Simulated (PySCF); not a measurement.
**CHFNSi: geometry relaxation (part 2 of 3)**

Continued. System: CHFNSi, multiplicity 2, SMILES N#C[SiH]F. Method: B3LYP/3-21G, UKS (PySCF 2.14.0). The geometry comes from this level: PBE0-D4/def2-TZVP.

Geometry of the input (Å):
```
N  1.3474  -1.1640  1.3913
C  0.7138  -0.5900  0.6162
Si -0.1461  0.2976  -0.7435
F  -1.5903  -0.3471  -0.9177
H  -0.2749  1.7300  -0.3876
```

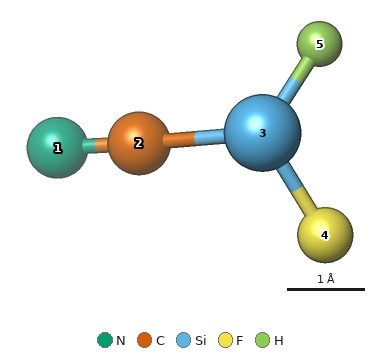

**Figure 1.** The input geometry (ball-and-stick view, seen at a tilt; atoms are numbered from 1 in the order of the input).

Log, continued:
```
Geometry optimization cycle 10
Cartesian coordinates (Angstrom)
 Atom        New coordinates             dX        dY        dZ
   N   1.350942  -1.152936   1.418284    0.000007 -0.000177 -0.000147
   C   0.733109  -0.592934   0.598582   -0.000106  0.000029  0.000116
  Si  -0.150142   0.299683  -0.765348    0.000014  0.000067  0.000068
   F  -1.655562  -0.349635  -0.984738    0.000010  0.000070 -0.000363
   H  -0.233199   1.735789  -0.362778    0.000093  0.000155 -0.000208
converged SCF energy = -480.197668930478  <S^2> = 0.75209432  2S+1 = 2.0020932
--------------- UKS_Scanner gradients ---------------
         x                y                z
0 N     0.0000690138    -0.0000312049     0.0001512291
1 C    -0.0000454813     0.0000287655    -0.0001307685
2 Si    -0.0000962715    -0.0000293002    -0.0000874851
3 F     0.0000836093     0.0000448710     0.0001031829
4 H    -0.0000167145    -0.0000344439     0.0000353060
----------------------------------------------
cycle 10: E = -480.19766893  dE = -1.52212e-07  norm(grad) = 0.000297904
Step    9 : Displace = 1.839e-04/2.032e-04 (rms/max) Trust = 1.569e-04 (-) Grad = 1.279e-04/1.603e-04 (rms/max) E (change) = -480.1976689305 (-1.522e-07) Quality = 1.101
Hessian Eigenvalues: 8.78804e-04 4.94249e-02 4.99842e-02 ... 3.58226e-01 3.77050e-01 1.24167e+00

Geometry optimization cycle 11
Cartesian coordinates (Angstrom)
 Atom        New coordinates             dX        dY        dZ
   N   1.351132  -1.153029   1.418197    0.000190 -0.000093 -0.000087
   C   0.733104  -0.592914   0.598810   -0.000006  0.000020  0.000228
  Si  -0.150250   0.299672  -0.765055   -0.000107 -0.000011  0.000293
   F  -1.655683  -0.349737  -0.984857   -0.000121 -0.000102 -0.000118
   H  -0.233169   1.735914  -0.362877    0.000030  0.000125 -0.000099
converged SCF energy = -480.197669065408  <S^2> = 0.75209474  2S+1 = 2.0020936
--------------- UKS_Scanner gradients ---------------
         x                y                z
0 N    -0.0000048417     0.0000343198     0.0000423125
1 C     0.0000404890    -0.0000374472    -0.0000223507
2 Si    -0.0000598901    -0.0000103265    -0.0000504775
3 F     0.0000218824     0.0000112417     0.0000755258
4 H    -0.0000038909    -0.0000194507     0.0000262338
----------------------------------------------
cycle 11: E = -480.197669065  dE = -1.3493e-07  norm(grad) = 0.000142005
Step   10 : Displace = 2.237e-04/2.608e-04 (rms/max) Trust = 2.219e-04 (+) Grad = 5.376e-05/7.116e-05 (rms/max) E (change) = -480.1976690654 (-1.349e-07) Quality = 1.007
Hessian Eigenvalues: 2.58176e-03 4.97110e-02 4.99999e-02 ... 3.19811e-01 3.88110e-01 1.23615e+00

Geometry optimization cycle 12
Cartesian coordinates (Angstrom)
 Atom        New coordinates             dX        dY        dZ
   N   1.351453  -1.153273   1.418059    0.000321 -0.000244 -0.000138
   C   0.733019  -0.592833   0.599190   -0.000085  0.000081  0.000380
  Si  -0.150347   0.299661  -0.764665   -0.000098 -0.000011  0.000389
   F  -1.655741  -0.349832  -0.984879   -0.000058 -0.000095 -0.000022
   H  -0.233255   1.736060  -0.363024   -0.000086  0.000146 -0.000147
converged SCF energy = -480.197669175459  <S^2> = 0.752097  2S+1 = 2.0020959
--------------- UKS_Scanner gradients ---------------
         x                y                z
0 N     0.0000107405     0.0000191593     0.0000331802
1 C     0.0000237984    -0.0000154771    -0.0000162986
2 Si    -0.0000348344    -0.0000092262    -0.0000183288
3 F    -0.0000098694    -0.0000073303     0.0000564883
4 H     0.0000035354    -0.0000091990     0.0000159229
----------------------------------------------
cycle 12: E = -480.197669175  dE = -1.10051e-07  norm(grad) = 8.93428e-05
Step   11 : Displace = 3.128e-04/3.717e-04 (rms/max) Trust = 3.137e-04 (+) Grad = 2.585e-05/3.377e-05 (rms/max) E (change) = -480.1976691755 (-1.101e-07) Quality = 1.253
Hessian Eigenvalues: 3.97115e-03 4.92391e-02 4.99961e-02 ... 3.01253e-01 3.87359e-01 1.23869e+00

Geometry optimization cycle 13
Cartesian coordinates (Angstrom)
 Atom        New coordinates             dX        dY        dZ
   N   1.351669  -1.153677   1.417838    0.000215 -0.000404 -0.000220
   C   0.732875  -0.592808   0.599546   -0.000143  0.000026  0.000356
  Si  -0.150365   0.299714  -0.764297   -0.000017  0.000054  0.000368
   F  -1.655711  -0.349784  -0.984980    0.000030  0.000048 -0.000101
   H  -0.233374   1.736216  -0.363039   -0.000119  0.000156 -0.000015
converged SCF energy = -480.197669238459  <S^2> = 0.75209928  2S+1 = 2.0020982
--------------- UKS_Scanner gradients ---------------
         x                y                z
0 N     0.0000103982     0.0000188537    -0.0000014940
1 C     0.0000162098    -0.0000052022     0.0000141313
2 Si    -0.0000150179    -0.0000200693     0.0000054017
3 F    -0.0000232559    -0.0000135973     0.0000454938
4 H     0.0000045349    -0.0000025477     0.0000071398
----------------------------------------------
cycle 13: E = -480.197669238  dE = -6.30002e-08  norm(grad) = 6.69795e-05
Step   12 : Displace = 3.084e-04/3.784e-04 (rms/max) Trust = 4.437e-04 (+) Grad = 1.006e-05/1.351e-05 (rms/max) E (change) = -480.1976692385 (-6.300e-08) Quality = 2.051
Hessian Eigenvalues: 4.01809e-03 3.92553e-02 4.99902e-02 ... 3.14470e-01 3.89062e-01 1.24636e+00

Geometry optimization cycle 14
Cartesian coordinates (Angstrom)
 Atom        New coordinates             dX        dY        dZ
   N   1.351166  -1.154051   1.417582   -0.000503 -0.000375 -0.000256
   C   0.732651  -0.593007   0.599276   -0.000224 -0.000199 -0.000271
  Si  -0.150233   0.299948  -0.764450    0.000132  0.000234 -0.000153
   F  -1.655603  -0.349365  -0.985866    0.000108  0.000419 -0.000886
   H  -0.233113   1.736407  -0.362926    0.000262  0.000191  0.000112
converged SCF energy = -480.197669274396  <S^2> = 0.75209911  2S+1 = 2.002098
--------------- UKS_Scanner gradients ---------------
         x                y                z
0 N    -0.0000567554     0.0000796274    -0.0000831880
1 C     0.0000851430    -0.0000604421     0.0000802766
2 Si     0.0000051171    -0.0000233007     0.0000368246
3 F    -0.0000525137    -0.0000286418     0.0000316100
4 H     0.0000108305     0.0000095704     0.0000049459
----------------------------------------------
cycle 14: E = -480.197669274  dE = -3.59368e-08  norm(grad) = 0.000201407
Step   13 : Displace = 8.361e-05/1.096e-04 (rms/max) Trust = 6.275e-04 (+) Grad = 8.614e-05/1.347e-04 (rms/max) E (change) = -480.1976692744 (-3.594e-08) Quality = 6.339
Hessian Eigenvalues: 5.98477e-03 3.08743e-02 4.99920e-02 ... 3.45266e-01 4.29078e-01 1.84914e+00

Geometry optimization cycle 15
Cartesian coordinates (Angstrom)
 Atom        New coordinates             dX        dY        dZ
   N   1.351078  -1.154541   1.417404   -0.000087 -0.000489 -0.000178
   C   0.732525  -0.593132   0.599342   -0.000127 -0.000125  0.000066
  Si  -0.150135   0.300133  -0.764331    0.000098  0.000184  0.000119
   F  -1.655468  -0.349107  -0.986030    0.000134  0.000259 -0.000164
   H  -0.233196   1.736489  -0.362554   -0.000084  0.000081  0.000372
converged SCF energy = -480.197669311411  <S^2> = 0.75209983  2S+1 = 2.0020987
--------------- UKS_Scanner gradients ---------------
         x                y                z
0 N    -0.0000227902     0.0000491001    -0.0000535164
1 C     0.0000445949    -0.0000289511     0.0000564576
2 Si     0.0000045082    -0.0000257943     0.0000253963
3 F    -0.0000387734    -0.0000189091     0.0000387709
4 H     0.0000039119     0.0000010383     0.0000032385
----------------------------------------------
cycle 15: E = -480.197669311  dE = -3.70151e-08  norm(grad) = 0.00012857
Step   14 : Displace = 1.101e-04/1.341e-04 (rms/max) Trust = 8.874e-04 (+) Grad = 5.092e-05/8.109e-05 (rms/max) E (change) = -480.1976693114 (-3.702e-08) Quality = 2.503
Hessian Eigenvalues: 3.18077e-03 3.15146e-02 4.99937e-02 ... 3.31852e-01 4.03739e-01 1.42097e+00

Geometry optimization cycle 16
Cartesian coordinates (Angstrom)
 Atom        New coordinates             dX        dY        dZ
   N   1.350071  -1.156306   1.416679   -0.001007 -0.001765 -0.000725
   C   0.731945  -0.593792   0.599001   -0.000579 -0.000659 -0.000341
  Si  -0.149691   0.300982  -0.764357    0.000444  0.000849 -0.000026
   F  -1.654940  -0.347842  -0.987566    0.000528  0.001265 -0.001536
   H  -0.233042   1.736902  -0.361189    0.000154  0.000413  0.001366
converged SCF energy = -480.197669434092  <S^2> = 0.75210079  2S+1 = 2.0020997
--------------- UKS_Scanner gradients ---------------
         x                y                z
0 N     0.0000264766     0.0000048162    -0.0000046420
1 C    -0.0000131887     0.0000153147     0.0000151320
2 Si     0.0000018215    -0.0000288585     0.0000082056
3 F    -0.0000197421    -0.0000054829     0.0000494748
4 H    -0.0000060378    -0.0000108111     0.0000016524
----------------------------------------------
cycle 16: E = -480.197669434  dE = -1.22681e-07  norm(grad) = 7.28719e-05
Step   15 : Displace = 1.272e-04/1.610e-04 (rms/max) Trust = 1.255e-03 (+) Grad = 1.743e-05/2.546e-05 (rms/max) E (change) = -480.1976694341 (-1.227e-07) Quality = 3.883
Hessian Eigenvalues: 7.00789e-04 3.67957e-02 4.99937e-02 ... 3.57128e-01 4.45893e-01 1.67581e+00

Geometry optimization cycle 17
Cartesian coordinates (Angstrom)
 Atom        New coordinates             dX        dY        dZ
   N   1.345253  -1.163543   1.413541   -0.004818 -0.007237 -0.003138
   C   0.729405  -0.596670   0.597053   -0.002540 -0.002878 -0.001948
  Si  -0.147797   0.304636  -0.764869    0.001893  0.003655 -0.000512
   F  -1.652733  -0.342328  -0.994921    0.002207  0.005514 -0.007356
   H  -0.231921   1.738746  -0.355688    0.001122  0.001844  0.005500
converged SCF energy = -480.19766990673  <S^2> = 0.75210268  2S+1 = 2.0021016
--------------- UKS_Scanner gradients ---------------
         x                y                z
0 N     0.0001239986    -0.0000838355     0.0000907105
1 C    -0.0001304953     0.0001037280    -0.0000675942
2 Si    -0.0000034195    -0.0000357655    -0.0000236472
3 F     0.0000167124     0.0000205273     0.0000700399
4 H    -0.0000271807    -0.0000360070    -0.0000031408
----------------------------------------------
cycle 17: E = -480.197669907  dE = -4.72638e-07  norm(grad) = 0.000269242
Step   16 : Displace = 2.732e-04/3.531e-04 (rms/max) Trust = 1.775e-03 (+) Grad = 1.170e-04/1.859e-04 (rms/max) E (change) = -480.1976699067 (-4.726e-07) Quality = 4.512
Hessian Eigenvalues: 1.95762e-04 3.95552e-02 4.99967e-02 ... 3.62651e-01 4.85395e-01 2.07384e+00

Geometry optimization cycle 18
Cartesian coordinates (Angstrom)
 Atom        New coordinates             dX        dY        dZ
   N   1.330784  -1.183908   1.404279   -0.014469 -0.020364 -0.009262
   C   0.722049  -0.604984   0.590764   -0.007357 -0.008314 -0.006289
  Si  -0.142364   0.315144  -0.766739    0.005434  0.010508 -0.001871
   F  -1.646338  -0.326273  -1.016808    0.006395  0.016055 -0.021887
   H  -0.228256   1.743979  -0.340201    0.003665  0.005233  0.015487
converged SCF energy = -480.197671008586  <S^2> = 0.75210558  2S+1 = 2.0021045
--------------- UKS_Scanner gradients ---------------
         x                y                z
0 N     0.0002662972    -0.0002212821     0.0002299206
1 C    -0.0003099048     0.0002379850    -0.0001916930
2 Si    -0.0000101658    -0.0000471767    -0.0000730502
3 F     0.0000700928     0.0000608775     0.0000944596
4 H    -0.0000633214    -0.0000757778    -0.0000135008
----------------------------------------------
cycle 18: E = -480.197671009  dE = -1.10186e-06  norm(grad) = 0.000630324
Step   17 : Displace = 4.588e-04/6.032e-04 (rms/max) Trust = 2.510e-03 (+) Grad = 2.808e-04/4.373e-04 (rms/max) E (change) = -480.1976710086 (-1.102e-06) Quality = 4.295
Hessian Eigenvalues: 8.87499e-05 4.04570e-02 4.99987e-02 ... 3.63491e-01 4.99318e-01 2.29478e+00

Geometry optimization cycle 19
Cartesian coordinates (Angstrom)
 Atom        New coordinates             dX        dY        dZ
   N   1.306045  -1.217073   1.388122   -0.024739 -0.033165 -0.016157
   C   0.709801  -0.618751   0.579291   -0.012248 -0.013766 -0.011473
  Si  -0.133371   0.332540  -0.770045    0.008993  0.017396 -0.003306
   F  -1.635374  -0.299213  -1.053499    0.010963  0.027061 -0.036691
   H  -0.221938   1.752213  -0.314705    0.006318  0.008234  0.025496
converged SCF energy = -480.197671722661  <S^2> = 0.75210729  2S+1 = 2.0021062
--------------- UKS_Scanner gradients ---------------
         x                y                z
0 N     0.0003627847    -0.0003342226     0.0003352887
1 C    -0.0004476189     0.0003411953    -0.0002966322
2 Si    -0.0000223421    -0.0000501393    -0.0001135098
3 F     0.0001302934     0.0001022842     0.0000914102
4 H    -0.0000929834    -0.0001065327    -0.0000267278
----------------------------------------------
cycle 19: E = -480.197671723  dE = -7.14074e-07  norm(grad) = 0.000912636
Step   18 : Displace = 4.239e-04/5.355e-04 (rms/max) Trust = 3.550e-03 (+) Grad = 4.084e-04/6.299e-04 (rms/max) E (change) = -480.1976717227 (-7.141e-07) Quality = 1.838
Hessian Eigenvalues: 1.06555e-04 3.94717e-02 4.99988e-02 ... 3.60367e-01 4.78853e-01 2.06644e+00

Geometry optimization cycle 20
Cartesian coordinates (Angstrom)
 Atom        New coordinates             dX        dY        dZ
   N   1.299351  -1.224594   1.384136   -0.006694 -0.007521 -0.003985
   C   0.706835  -0.622068   0.575794   -0.002966 -0.003318 -0.003497
  Si  -0.131214   0.336794  -0.771369    0.002157  0.004254 -0.001324
   F  -1.632655  -0.292702  -1.063119    0.002719  0.006511 -0.009620
   H  -0.219929   1.754241  -0.308929    0.002009  0.002027  0.005776
converged SCF energy = -480.197672033229  <S^2> = 0.75210475  2S+1 = 2.0021036
--------------- UKS_Scanner gradients ---------------
         x                y                z
0 N     0.0002595092    -0.0002425914     0.0002463393
1 C    -0.0003310149     0.0002397282    -0.0002254425
2 Si    -0.0000235523    -0.0000325298    -0.0000849977
3 F     0.0000950601     0.0000680356     0.0000609840
4 H    -0.0000692095    -0.0000763582    -0.0000215062
----------------------------------------------
cycle 20: E = -480.197672033  dE = -3.10568e-07  norm(grad) = 0.000664867
Step   19 : Displace = 3.231e-04/4.033e-04 (rms/max) Trust = 5.020e-03 (+) Grad = 2.975e-04/4.585e-04 (rms/max) E (change) = -480.1976720332 (-3.106e-07) Quality = 1.198
Hessian Eigenvalues: 1.08874e-04 2.99160e-02 4.98014e-02 ... 3.27440e-01 3.94002e-01 1.41960e+00

Geometry optimization cycle 21
Cartesian coordinates (Angstrom)
 Atom        New coordinates             dX        dY        dZ
   N   1.292285  -1.231034   1.380448   -0.007065 -0.006440 -0.003688
   C   0.704078  -0.625063   0.571831   -0.002756 -0.002994 -0.003963
  Si  -0.129230   0.340802  -0.773243    0.001984  0.004009 -0.001874
   F  -1.630082  -0.286799  -1.073232    0.002574  0.005903 -0.010113
   H  -0.217497   1.756278  -0.304161    0.002432  0.002037  0.004768
converged SCF energy = -480.197672248025  <S^2> = 0.75209875  2S+1 = 2.0020977
--------------- UKS_Scanner gradients ---------------
         x                y                z
0 N    -0.0000136301     0.0000106539    -0.0000158856
1 C    -0.0000127406    -0.0000249840    -0.0000016626
2 Si    -0.0000108813     0.0000039941     0.0000022400
3 F    -0.0000206952    -0.0000246297    -0.0000138347
4 H    -0.0000079523    -0.0000040739    -0.0000083698
```
